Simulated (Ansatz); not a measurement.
# TaZn2N3: response to strain

The parent structure is TaZn$_{2}$N$_{3}$ (space group Cmc2_1, No. 36; a = 9.741 Å, b = 5.706 Å, c = 5.367 Å; a cell from a computed database, its experimental status unchecked). Axes: x, y, z lie along a, b, c of the conventional cell.

Strains are applied to the cell and any free atomic positions relax; under biaxial strain the out-of-plane vector relaxes too.

Method: PBEsol/PAW in Ansatz (a first-principles code), no spin-orbit coupling.

Notes on the quantities. in-plane stress: mean in-plane stress (compression positive).

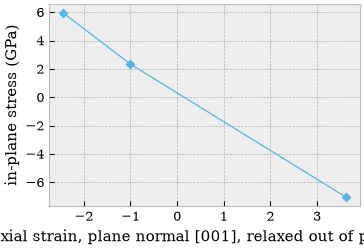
in-plane stress against biaxial strain, plane normal [001], relaxed out of plane

```json
[
 {"biaxial strain, plane normal [001], relaxed out of plane (%)": "-2.44", "in-plane stress": "+5.9 GPa"},
 {"biaxial strain, plane normal [001], relaxed out of plane (%)": "-1", "in-plane stress": "+2.3 GPa"},
 {"biaxial strain, plane normal [001], relaxed out of plane (%)": "3.62", "in-plane stress": "-7.1 GPa"}
]
```

No phonon test of stability was made.
